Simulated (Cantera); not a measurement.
Input: 1 mol HgO, 3.6 mol H₂, held at 1.00 bar.

These are equilibrium values from Cantera (NASA tables, ideal gas, pure condensed phases), not measurements of a reactor. Candidate condensed phases: H₂O, Hg, HgO; 10 gas species. The numbers say what is thermodynamically allowed, not how fast it happens.

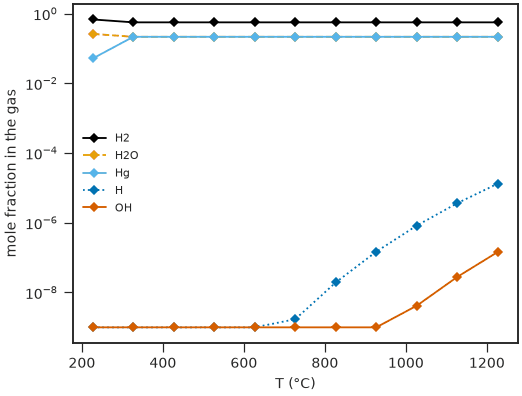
*Equilibrium gas composition (values under 1e-9 drawn at 1e-9)*

Problem. Read off the mole fractions at 527 °C.

Solution. H₂ about 0.57, H₂O about 0.22, Hg about 0.22.
